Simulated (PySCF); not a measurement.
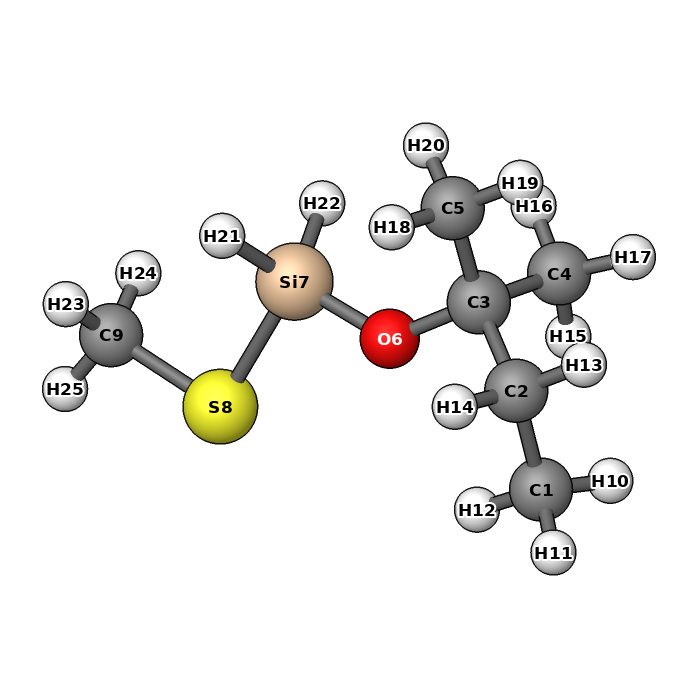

Computed geometry: GFN2-xTB optimisation. No frequency run is at hand to confirm it as a minimum. Level of theory: GIAO PBE0/pcSseg-1 NMR shielding, non-relativistic, gas phase (PySCF 2.14.0). Principal shieldings σ11 ≤ σ22 ≤ σ33, span Ω = σ33 − σ11, skew κ = 3(σiso − σ22)/Ω.

Give the shielding tensors of the Si atoms.

```csv
atom,σ11,σ22,σ33,σiso,Ω,κ
Si7,326.2,346.4,435.2,369.3,109.0,0.63
```

Shieldings and span in ppm.

The geometry is semi-empirical. Around Si such bond lengths and angles can be off by a tenth of an ångström or more and by several degrees, and values that hang on the shape move with them.
